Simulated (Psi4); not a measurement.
# TiF4 (SMILES [F][Ti]([F])([F])[F]): r2SCAN/def2-SVP

Aim: the energy change on altering one bond length of TiF4 at r2SCAN/def2-SVP, from 2 runs. The job is set up through a Python script.

The calculation is run with Psi4 1.11.

8 further runs of the same task are left out: 8 that didn't finish.

## Step 1: Starting point

TiF4 has 5 atoms, charge 0, and is taken as a singlet. SMILES: `[F][Ti]([F])([F])[F]`. Geometry: relaxed at PBE0-D4/def2-TZVP.

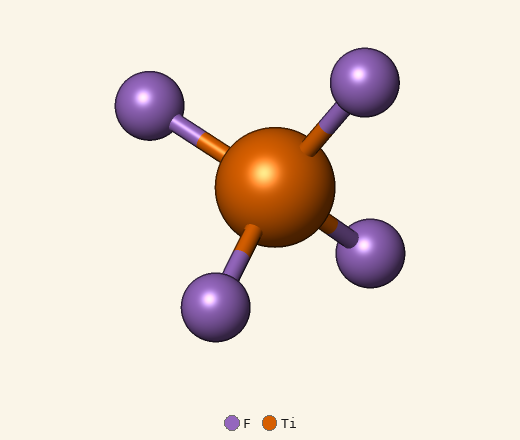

The structure, seen from a chosen angle (fluorine purple, titanium orange).

## Step 2: A single-point energy at r2SCAN/def2-SVP

Contents of run.py:

```python
import psi4

psi4.set_memory('2200 MB')
psi4.set_num_threads(1)
psi4.core.set_output_file('psi4.out', False)

molecule = psi4.geometry("""
0 1
F      0.33079656    -1.42993686     2.94137761
Ti    -0.00001890     0.00007559     0.00003779
F     -2.36240332     2.28097502     0.15027102
F     -0.80816027    -2.26908864    -2.23683102
F      2.83976704     1.41801269    -0.85485541
units au
symmetry c1
no_reorient
no_com
""")

options = {'basis': 'def2-SVP', 'puream': True, 'e_convergence': 1e-09, 'd_convergence': 1e-08, 'scf_type': 'pk', 'dft_radial_points': 99, 'dft_spherical_points': 590}
psi4.set_options(options)

result, w = psi4.energy('R2SCAN', return_wfn=True)
psi4.oeprop(w, 'MAYER_INDICES', 'LOWDIN_CHARGES', 'QUADRUPOLE')
print(f'total energy {result:.8f} hartree = {result * 27.211386:.5f} eV')
```

On the command line:

```
$ python run.py
```

psi4.out:

```text
[...]
  Running in c1 symmetry.
[...]
  Nuclear repulsion =  331.469148622665500
[...]
  Multiplicity = 1
[...]
  Nalpha       = 29
  Nbeta        = 29
[...]
    Number of basis functions: 87
[...]
   @RKS iter   1: -1248.17910128722883   -7.83690e-01   1.13488e-02 DIIS/ADIIS
[...]
   @RKS iter  14: -1248.53730882691093   -2.27374e-12   3.10001e-09 DIIS
[...]
    Orbital Energies [Eh]
    ---------------------
    Doubly Occupied:
       1A   -178.576008     2A    -24.517725     3A    -24.517688
       4A    -24.517685     5A    -24.517680     6A    -19.900251
       7A    -16.601276     8A    -16.601276     9A    -16.601276
      10A     -2.434145    11A     -1.561023    12A     -1.561020
      13A     -1.561018    14A     -1.120766    15A     -1.105502
      16A     -1.105500    17A     -1.105495    18A     -0.453783
      19A     -0.453781    20A     -0.453775    21A     -0.440807
      22A     -0.440801    23A     -0.429358    24A     -0.408820
      25A     -0.408819    26A     -0.408818    27A     -0.394200
      28A     -0.394196    29A     -0.394195
[...]
  @RKS Final Energy: -1248.53730882691093
   => Energetics <=
    Nuclear Repulsion Energy =            331.4691486226655002
    One-Electron Energy =               -2380.7621833792995858
    Two-Electron Energy =                 884.5267201329080535
    DFT Exchange-Correlation Energy =     -83.7709942031848698
    Empirical Dispersion Energy =           0.0000000000000000
    VV10 Nonlocal Energy =                  0.0000000000000000
    Total Energy =                      -1248.5373088269109303
[...]
 Multipole Moments:
 ------------------------------------------------------------------------------------
     Multipole            Electronic (a.u.)      Nuclear  (a.u.)        Total (a.u.)
 ------------------------------------------------------------------------------------
 L = 1.  Multiply by 2.5417464519 to convert [e a0] to [Debye]
 Dipole X            :          0.0004107           -0.0004157           -0.0000050
 Dipole Y            :         -0.0012239            0.0013229            0.0000989
 Dipole Z            :         -0.0004298            0.0004912            0.0000614
 Magnitude           :                                                    0.0001165
 L = 2.  Multiply by 1.3450342976 to convert [e a0^2] to [Debye ang]
 Quadrupole XX       :       -157.2236835          129.6699811          -27.5537024
 Quadrupole XY       :          0.0093341           -0.0088935            0.0004405
[...]
```

Standard output:

```text
total energy -1248.53730883 hartree = -33974.43065 eV
```

It took 19 s on 1 thread of Intel Xeon 6975P-C (Granite Rapids), shared host; peak memory 0.95 GiB.

## Step 3: The distorted shape at the same level

Contents of job.py:

```python
import psi4

psi4.set_memory(2200000000)
psi4.set_num_threads(1)
psi4.set_output_file('output.dat', False)

mol = psi4.geometry("""
0 1
F
Ti 1 1.739525
F 2 1.739531 1 109.46771
F 2 2.0004 1 109.47046 3 -120.00217
F 2 1.739518 1 109.47581 3 120.00739
symmetry c1
no_reorient
no_com
""")

options = {'basis': 'def2-SVP', 'puream': True, 'e_convergence': 1e-09, 'd_convergence': 1e-08, 'scf_type': 'pk', 'dft_radial_points': 99, 'dft_spherical_points': 590}
psi4.set_options(options)

result = psi4.energy('r2scan', molecule=mol)
print(f'r2scan energy: {result:.10f} Eh')
```

On the command line:

```
$ python job.py
```

output.dat:

```text
[...]
  Running in c1 symmetry.
[...]
  Nuclear repulsion =  320.405003265008361
[...]
  Multiplicity = 1
[...]
  Nalpha       = 29
  Nbeta        = 29
[...]
    Number of basis functions: 87
[...]
   @RKS iter   1: -1248.09318014929340   -8.04209e-01   1.17935e-02 ADIIS/DIIS
[...]
   @RKS iter  15: -1248.51043506271571   -2.72848e-12   1.51110e-09 DIIS
[...]
    Orbital Energies [Eh]
    ---------------------
    Doubly Occupied:
       1A   -178.611657     2A    -24.535658     3A    -24.535629
       4A    -24.535628     5A    -24.471309     6A    -19.932025
       7A    -16.633591     8A    -16.633357     9A    -16.633357
      10A     -2.455905    11A     -1.583131    12A     -1.583129
      13A     -1.569755    14A     -1.133255    15A     -1.121793
      16A     -1.121791    17A     -1.052929    18A     -0.467919
      19A     -0.467917    20A     -0.455280    21A     -0.446986
      22A     -0.446980    23A     -0.432016    24A     -0.418082
      25A     -0.418079    26A     -0.409562    27A     -0.379974
      28A     -0.346563    29A     -0.346562
[...]
  @RKS Final Energy: -1248.51043506271571
   => Energetics <=
    Nuclear Repulsion Energy =            320.4050032650083608
    One-Electron Energy =               -2358.2463605574284884
    Two-Electron Energy =                 873.0150743213868054
    DFT Exchange-Correlation Energy =     -83.6841520916822645
    Empirical Dispersion Energy =           0.0000000000000000
    VV10 Nonlocal Energy =                  0.0000000000000000
    Total Energy =                      -1248.5104350627157146
[...]
 Multipole Moments:
 ------------------------------------------------------------------------------------
     Multipole            Electronic (a.u.)      Nuclear  (a.u.)        Total (a.u.)
 ------------------------------------------------------------------------------------
 L = 1.  Multiply by 2.5417464519 to convert [e a0] to [Debye]
 Dipole X            :          0.4477930           -0.0440851            0.4037078
 Dipole Y            :         -0.2586311            0.0254754           -0.2331557
 Dipole Z            :         -0.1827628            0.0179884           -0.1647745
 Magnitude           :                                                    0.4944615
[...]
```

The script printed:

```text
r2scan energy: -1248.5104350627 Eh
```

It took 19 s on 1 thread of Intel Xeon 6975P-C (Granite Rapids), shared host; peak memory 0.94 GiB.

## Step 4: What came out

At r2SCAN/def2-SVP:

| quantity | value |
| --- | --- |
| first shape: total energy | -1248.53731 Eh |
| first shape: dipole moment | 0.00 D |
| first shape: HOMO energy | -10.73 eV |
| first shape: LUMO energy | -3.98 eV |
| first shape: HOMO–LUMO gap | 6.75 eV |
| distorted shape: total energy | -1248.51044 Eh |
| distorted shape: dipole moment | 1.26 D |
| distorted shape: HOMO energy | -9.43 eV |
| distorted shape: LUMO energy | -4.68 eV |
| distorted shape: HOMO–LUMO gap | 4.75 eV |
| energy change with the Ti2–F4 bond stretched from 1.740 to 2.000 Å | 0.731 eV |

With the Ti2–F4 bond stretched from 1.740 to 2.000 Å the energy rises by 0.73 eV (16.9 kcal/mol). The first shape isn't relaxed at this level, so the change isn't measured from a minimum.
